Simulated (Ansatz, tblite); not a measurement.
**The cluster Cu₂Sn: charged states by level of theory**

What does removing or adding an electron cost or gain for the cluster Cu₂Sn? Each charged state is run at several levels.

The runs use Ansatz 0.2.0, Gaussian basis; as each input shows.

The runs, in order: charge +1 doublet, at the geometry of the singlet (PBE0-D4/def2-TZVP, PBE-D4/def2-TZVP, r2SCAN-D4/def2-TZVP); charge -1 doublet, at the geometry of the singlet (PBE0-D4/def2-TZVPD, PBE-D4/def2-TZVPD, r2SCAN-D4/def2-TZVPD); the starting singlet's energies come from earlier runs.

2 further runs of the same task are left out: 1 that didn't finish, 1 set aside as unsound or not needed. Runs told in other sessions of the task aren't counted.

## (1) The geometry

The singlet was relaxed beforehand with PBE-D4/def2-TZVP. At that level it is the lowest of the isomers that a small search found.

3 atoms, charge 0, spin multiplicity 1.

Atoms are counted from 1 here; the program's logs count them from 0.

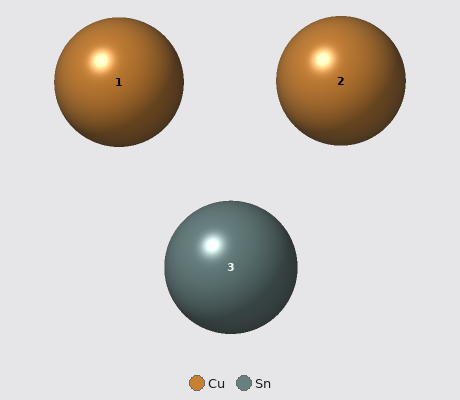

The structure; copper orange, tin teal; atoms are numbered from 1 in the order of the file.

Sn takes a core potential in the def2 sets. No spin-orbit coupling is included.

## (2) Charge +1 doublet at the fixed geometry, first pass, PBE0-D4/def2-SVP

Contents of in.yaml:

```yaml
crystal:
  periodic: [false, false, false]
  atoms:
    - {symbol: Cu, position_ang: [0.625026, 0.981340, -0.887851]}
    - {symbol: Cu, position_ang: [-0.597341, -1.232009, -0.517021]}
    - {symbol: Sn, position_ang: [-0.027674, 0.250669, 1.404873]}
basis:
  gaussian: {orbitals: def2-SVP}
total_charge: 1
magnetization: {spin_polarized: true, initial_magnetization: 1}
hamiltonian: {xc: pbe0, dispersion: d4}
output: {orbitals: {seedname: orbitals}}
```

Command:

```bash
$ ansatz run in.yaml --threads 4 --pin off --events-out ev --progress --plain --max-ram 3916MiB
```

The log of the run:

```text
Functional definition: PBE0
  name "PBE0"
  cite "Adamo & Barone, J. Chem. Phys. 110, 6158 (1999) doi:10.1063/1.478522"
  cite "Perdew, Burke & Ernzerhof, Phys. Rev. Lett. 77, 3865 (1996) doi:10.1103/PhysRevLett.77.3865"
  parent pbe
  parameter a = 0.25
  parameter kappa = 0.804
  parameter beta = 0.06672455060314922
  exchange = (1 - a)*pbe_x(kappa = kappa, mu = beta*pi^2/3) + a*exact_x
  correlation = pbe_c(beta = beta)
1034 factors; integrals over basis functions are off by at most 7.8e-4 eV
mean field evaluation 1: about -95052.9156 eV, gradient 8.8e1 eV
mean field evaluation 2: about -93113.9152 eV, gradient 4.6e2 eV
mean field evaluation 4: about -95077.3139 eV, gradient 2.8e1 eV
mean field evaluation 8: about -95080.8004 eV, gradient 4.1e-1 eV
mean field evaluation 16: about -95080.8682 eV, gradient 8.9e-4 eV
mean field -95080.86820422 eV, -3494.1574583778 hartree, gradient 2.5e-5 eV, S^2 0.757629; 3 other end points of the search recorded, 0 dependent functions left out
reference -95080.86825624 eV, -3494.1574602896 hartree; 40, 39 occupied and 48, 49 virtual orbitals, 1034 factors
Total energy: -95080.95952547 eV, -3494.1608143720 hartree
```

Wall time 3.3 s (4 threads of Arm Neoverse V1, shared host).

Report: HOMO -10.58 eV, LUMO -8.21 eV (over both spins); ⟨S²⟩ 0.758 (pure: 0.75).

## (3) Charge +1 doublet at the fixed geometry, PBE0-D4/def2-TZVP

start.molden holds the orbitals of an earlier run on this state, given as this run's starting guess.

Edit in.yaml of step 2 so:

```diff
@@ -7,3 +7,3 @@
 basis:
-  gaussian: {orbitals: def2-SVP}
+  gaussian: {orbitals: def2-TZVP, initial_orbitals: start.molden}
 total_charge: 1
@@ -11,2 +11,3 @@
 hamiltonian: {xc: pbe0, dispersion: d4}
+scf: {omitted_lower_state_checks: [starts]}
 output: {orbitals: {seedname: orbitals}}
```

Launched as before.

The log of the run, cut to the lines that bear on the results:

```text
Functional definition: PBE0
  name "PBE0"
  cite "Adamo & Barone, J. Chem. Phys. 110, 6158 (1999) doi:10.1063/1.478522"
  cite "Perdew, Burke & Ernzerhof, Phys. Rev. Lett. 77, 3865 (1996) doi:10.1103/PhysRevLett.77.3865"
  parent pbe
[...]
1428 factors; integrals over basis functions are off by at most 4.4e-4 eV
[...]
mean field -95094.19209044 eV, -3494.6471021653 hartree, gradient 1.9e-5 eV, S^2 0.758410; 0 other end points of the search recorded, 0 dependent functions left out
reference -95094.19212538 eV, -3494.6471034494 hartree; 40, 39 occupied and 100, 101 virtual orbitals, 1428 factors
Total energy: -95094.28339462 eV, -3494.6504575318 hartree
Checks for a lower state left out: starts
```

It took 4.8 s on 4 threads of Arm Neoverse V1, shared host; peak memory 0.56 GiB.

HOMO -10.80 eV, LUMO -8.42 eV (over both spins); ⟨S²⟩ 0.758 (pure: 0.75).

## (4) Charge +1 doublet at the fixed geometry, PBE-D4/def2-TZVP

Edit in.yaml of step 3 so:

```diff
@@ -10,3 +10,3 @@
 magnetization: {spin_polarized: true, initial_magnetization: 1}
-hamiltonian: {xc: pbe0, dispersion: d4}
+hamiltonian: {xc: pbe, dispersion: d4}
 scf: {omitted_lower_state_checks: [starts]}
```

Launched as before.

The log of the run:

```text
Functional definition: PBE
  name "PBE"
  cite "Perdew, Burke & Ernzerhof, Phys. Rev. Lett. 77, 3865 (1996) doi:10.1103/PhysRevLett.77.3865"
  parent pbe
  parameter kappa = 0.804
  parameter beta = 0.06672455060314922
  exchange = pbe_x(kappa = kappa, mu = beta*pi^2/3)
  correlation = pbe_c(beta = beta)
these checks for a lower state are left out or cut short: starts
1294 factors; their error is unknown
mean field evaluation 1: about -95094.2807 eV, gradient 7.8e0 eV
mean field evaluation 2: about -95094.5547 eV, gradient 7.4e-1 eV
mean field evaluation 4: about -95094.5047 eV, gradient 6.1e-2 eV
mean field evaluation 8: about -95094.5047 eV, gradient 2.7e-5 eV
mean field -95094.50470198 eV, -3494.6585904275 hartree, gradient 2.7e-5 eV, S^2 0.753853; 0 other end points of the search recorded, 0 dependent functions left out
reference -95094.50474775 eV, -3494.6585921095 hartree; 40, 39 occupied and 100, 101 virtual orbitals, 1294 factors
Total energy: -95094.61278781 eV, -3494.6625625085 hartree
Checks for a lower state left out: starts
```

Run time: 3 s. Hardware: 4 threads of Arm Neoverse V1, shared host.

HOMO -10.07 eV, LUMO -9.47 eV (over both spins); ⟨S²⟩ 0.754 (pure: 0.75).

## (5) Charge +1 doublet at the fixed geometry, r2SCAN-D4/def2-TZVP

Edit in.yaml of step 4 so:

```diff
@@ -10,3 +10,3 @@
 magnetization: {spin_polarized: true, initial_magnetization: 1}
-hamiltonian: {xc: pbe, dispersion: d4}
+hamiltonian: {xc: r2scan, dispersion: d4}
 scf: {omitted_lower_state_checks: [starts]}
```

The command is unchanged.

The log of the run:

```text
Functional definition: r2SCAN
  name "r2SCAN"
  cite "Furness, Kaplan, Ning, Perdew & Sun, J. Phys. Chem. Lett. 11, 8208 (2020) doi:10.1021/acs.jpclett.0c02405"
  cite "Furness, Kaplan, Ning, Perdew & Sun, J. Phys. Chem. Lett. 11, 9248 (2020) doi:10.1021/acs.jpclett.0c03077"
  parent r2scan
  parameter k0 = 0.174
  parameter k1 = 0.065
  parameter a1 = 4.9479
  exchange = r2scan_x(k0 = k0, k1 = k1, a1 = a1)
  correlation = r2scan_c
these checks for a lower state are left out or cut short: starts
1294 factors; their error is unknown
mean field evaluation 1: about -95108.7868 eV, gradient 5.3e0 eV
mean field evaluation 2: about -95108.9237 eV, gradient 5.6e-1 eV
mean field evaluation 4: about -95108.8731 eV, gradient 6.3e-2 eV
mean field evaluation 8: about -95108.8731 eV, gradient 2.4e-5 eV
mean field -95108.87309245 eV, -3495.1866190379 hartree, gradient 2.4e-5 eV, S^2 0.760880; 0 other end points of the search recorded, 0 dependent functions left out
reference -95108.87311185 eV, -3495.1866197509 hartree; 40, 39 occupied and 100, 101 virtual orbitals, 1294 factors
Total energy: -95108.89120737 eV, -3495.1872847491 hartree
Checks for a lower state left out: starts
```

Wall time 7.5 s (4 threads of Arm Neoverse V1, shared host).

From the report: HOMO -10.23 eV, LUMO -9.14 eV (over both spins); ⟨S²⟩ 0.761 (pure: 0.75).

## (6) Vertical ionisation energy

Charged state less starting state, singlet to doublet; the starting state's energies are those of its earlier runs.

```tsv
level	vertical ionisation energy (eV)	time
PBE-D4/def2-TZVP	+6.90	4.6 s
r2SCAN-D4/def2-TZVP	+6.78	11 s
PBE0-D4/def2-TZVP	+6.68	8.1 s
```

Times add the two runs; a level without a time comes out of a correlated run.

Beside −ε(HOMO) of the starting state:

```tsv
level	−ε(HOMO) (eV)	by difference (eV)	mismatch (eV)
PBE-D4/def2-TZVP	4.36	6.90	-2.53
r2SCAN-D4/def2-TZVP	4.44	6.78	-2.34
PBE0-D4/def2-TZVP	4.96	6.68	-1.72
```

## (7) Charge -1 doublet at the fixed geometry, first pass, PBE0-D4/def2-SVP

Contents of in.yaml:

```yaml
crystal:
  periodic: [false, false, false]
  atoms:
    - {symbol: Cu, position_ang: [0.625026, 0.981340, -0.887851]}
    - {symbol: Cu, position_ang: [-0.597341, -1.232009, -0.517021]}
    - {symbol: Sn, position_ang: [-0.027674, 0.250669, 1.404873]}
basis:
  gaussian: {orbitals: def2-SVP}
total_charge: -1
magnetization: {spin_polarized: true, initial_magnetization: 1}
hamiltonian: {xc: pbe0, dispersion: d4}
output: {orbitals: {seedname: orbitals}}
```

The command is unchanged.

The log of the run, cut to the lines that bear on the results:

```text
Functional definition: PBE0
  name "PBE0"
  cite "Adamo & Barone, J. Chem. Phys. 110, 6158 (1999) doi:10.1063/1.478522"
  cite "Perdew, Burke & Ernzerhof, Phys. Rev. Lett. 77, 3865 (1996) doi:10.1103/PhysRevLett.77.3865"
  parent pbe
[...]
1035 factors; integrals over basis functions are off by at most 7.6e-4 eV
[...]
mean field -95088.50465509 eV, -3494.4380927713 hartree, gradient 2.9e-5 eV, S^2 0.772410; 5 other end points of the search recorded, 0 dependent functions left out
reference -95088.50467920 eV, -3494.4380936574 hartree; 41, 40 occupied and 47, 48 virtual orbitals, 1035 factors
Total energy: -95088.60511121 eV, -3494.4417844653 hartree
```

Wall time 4.2 s (4 threads of Arm Neoverse V1, shared host).

Report: HOMO 0.29 eV, LUMO 2.59 eV (over both spins); ⟨S²⟩ 0.772 (pure: 0.75). Doubts: highest occupied level lies above zero.

## (8) Charge -1 doublet at the fixed geometry, PBE0-D4/def2-TZVPD

Edit in.yaml of step 7 so:

```diff
@@ -7,3 +7,3 @@
 basis:
-  gaussian: {orbitals: def2-SVP}
+  gaussian: {orbitals: def2-TZVPD, initial_orbitals: start.molden}
 total_charge: -1
@@ -11,2 +11,3 @@
 hamiltonian: {xc: pbe0, dispersion: d4}
+scf: {omitted_lower_state_checks: [starts]}
 output: {orbitals: {seedname: orbitals}}
```

Launched as before.

The log of the run, cut to the lines that bear on the results:

```text
Functional definition: PBE0
  name "PBE0"
  cite "Adamo & Barone, J. Chem. Phys. 110, 6158 (1999) doi:10.1063/1.478522"
  cite "Perdew, Burke & Ernzerhof, Phys. Rev. Lett. 77, 3865 (1996) doi:10.1103/PhysRevLett.77.3865"
  parent pbe
[...]
1469 factors; integrals over basis functions are off by at most 4.5e-4 eV
[...]
mean field -95102.38451895 eV, -3494.9481683598 hartree, gradient 1.1e-5 eV, S^2 0.762853; 0 other end points of the search recorded, 0 dependent functions left out
reference -95102.38454224 eV, -3494.9481692158 hartree; 41, 40 occupied and 111, 112 virtual orbitals, 1469 factors
Total energy: -95102.48497424 eV, -3494.9518600237 hartree
Checks for a lower state left out: starts
```

It took 7 s on 4 threads of Arm Neoverse V1, shared host; peak memory 0.6 GiB.

HOMO -0.08 eV, LUMO 2.08 eV (over both spins); ⟨S²⟩ 0.763 (pure: 0.75).

## (9) Charge -1 doublet at the fixed geometry, PBE-D4/def2-TZVPD

Edit in.yaml of step 8 so:

```diff
@@ -10,3 +10,3 @@
 magnetization: {spin_polarized: true, initial_magnetization: 1}
-hamiltonian: {xc: pbe0, dispersion: d4}
+hamiltonian: {xc: pbe, dispersion: d4}
 scf: {omitted_lower_state_checks: [starts]}
```

Launched as before.

The log of the run:

```text
Functional definition: PBE
  name "PBE"
  cite "Perdew, Burke & Ernzerhof, Phys. Rev. Lett. 77, 3865 (1996) doi:10.1103/PhysRevLett.77.3865"
  parent pbe
  parameter kappa = 0.804
  parameter beta = 0.06672455060314922
  exchange = pbe_x(kappa = kappa, mu = beta*pi^2/3)
  correlation = pbe_c(beta = beta)
these checks for a lower state are left out or cut short: starts
1342 factors; their error is unknown
mean field evaluation 1: about -95102.7168 eV, gradient 7.8e0 eV
mean field evaluation 2: about -95102.9673 eV, gradient 6.0e-1 eV
mean field evaluation 4: about -95102.9433 eV, gradient 4.7e-2 eV
mean field evaluation 8: about -95102.9433 eV, gradient 9.2e-5 eV
mean field -95102.94331946 eV, -3494.9687038997 hartree, gradient 2.1e-5 eV, S^2 0.755991; 0 other end points of the search recorded, 0 dependent functions left out
reference -95102.94335044 eV, -3494.9687050383 hartree; 41, 40 occupied and 111, 112 virtual orbitals, 1342 factors
Total energy: -95103.06223401 eV, -3494.9730739291 hartree
Checks for a lower state left out: starts
```

It took 3.5 s on 4 threads of Arm Neoverse V1, shared host.

HOMO 0.64 eV, LUMO 1.37 eV (over both spins); ⟨S²⟩ 0.756 (pure: 0.75). Doubts: highest occupied level lies above zero.

## (10) Charge -1 doublet at the fixed geometry, r2SCAN-D4/def2-TZVPD

Edit in.yaml of step 9 so:

```diff
@@ -10,3 +10,3 @@
 magnetization: {spin_polarized: true, initial_magnetization: 1}
-hamiltonian: {xc: pbe, dispersion: d4}
+hamiltonian: {xc: r2scan, dispersion: d4}
 scf: {omitted_lower_state_checks: [starts]}
```

Same command.

The log of the run:

```text
Functional definition: r2SCAN
  name "r2SCAN"
  cite "Furness, Kaplan, Ning, Perdew & Sun, J. Phys. Chem. Lett. 11, 8208 (2020) doi:10.1021/acs.jpclett.0c02405"
  cite "Furness, Kaplan, Ning, Perdew & Sun, J. Phys. Chem. Lett. 11, 9248 (2020) doi:10.1021/acs.jpclett.0c03077"
  parent r2scan
  parameter k0 = 0.174
  parameter k1 = 0.065
  parameter a1 = 4.9479
  exchange = r2scan_x(k0 = k0, k1 = k1, a1 = a1)
  correlation = r2scan_c
these checks for a lower state are left out or cut short: starts
1342 factors; their error is unknown
mean field evaluation 1: about -95117.1766 eV, gradient 5.4e0 eV
mean field evaluation 2: about -95117.3150 eV, gradient 4.7e-1 eV
mean field evaluation 4: about -95117.2922 eV, gradient 5.2e-2 eV
mean field evaluation 8: about -95117.2922 eV, gradient 1.1e-5 eV
mean field -95117.29224083 eV, -3495.4960170340 hartree, gradient 1.1e-5 eV, S^2 0.760900; 0 other end points of the search recorded, 0 dependent functions left out
reference -95117.29226948 eV, -3495.4960180871 hartree; 41, 40 occupied and 111, 112 virtual orbitals, 1342 factors
Total energy: -95117.31217199 eV, -3495.4967494908 hartree
Checks for a lower state left out: starts
```

Wall time 9 s (4 threads of Arm Neoverse V1, shared host).

From the report: HOMO 0.41 eV, LUMO 1.63 eV (over both spins); ⟨S²⟩ 0.761 (pure: 0.75). Doubts: highest occupied level lies above zero.

## (11) Vertical electron affinity

Starting state less charged state (positive: the electron is bound), singlet to doublet; the starting state's energies are those of its earlier runs.

```tsv
level	vertical electron affinity (eV)	time
PBE-D4/def2-TZVPD	+1.54	5.2 s
r2SCAN-D4/def2-TZVPD	+1.63	13 s
PBE0-D4/def2-TZVPD	+1.51	10 s
```

Times add the two runs; a level without a time comes out of a correlated run.

Beside −ε(LUMO) of the starting state:

```tsv
level	−ε(LUMO) (eV)	by difference (eV)	mismatch (eV)
PBE-D4/def2-TZVPD	3.75	1.54	+2.22
r2SCAN-D4/def2-TZVPD	3.60	1.63	+1.98
PBE0-D4/def2-TZVPD	2.94	1.51	+1.43
```

## (12) Outcome

```
                                             quantity                                  value
 vertical ionisation energy, functionals in def2-TZVP     6.68 (PBE0-D4) to 6.90 eV (PBE-D4)
vertical electron affinity, functionals in def2-TZVPD  1.51 (PBE0-D4) to 1.63 eV (r2SCAN-D4)
```

In words: The vertical ionisation energy spans 6.68 to 6.90 eV over the functionals. −ε(HOMO) misses the level's own difference by -1.72 eV at best (PBE0-D4) and -2.53 eV at worst (PBE-D4). The vertical electron affinity spans 1.51 to 1.63 eV over the functionals. The anion's highest level lies above zero where self-interaction lifts it, so diffuse functions weigh on these values. −ε(LUMO) misses the level's own difference by +1.43 eV at best (PBE0-D4) and +2.22 eV at worst (PBE-D4). The charged states' spins were chosen beforehand and needn't be their lowest.

The anion's highest level is positive in at least one run, so there the basis alone may hold the extra electron.
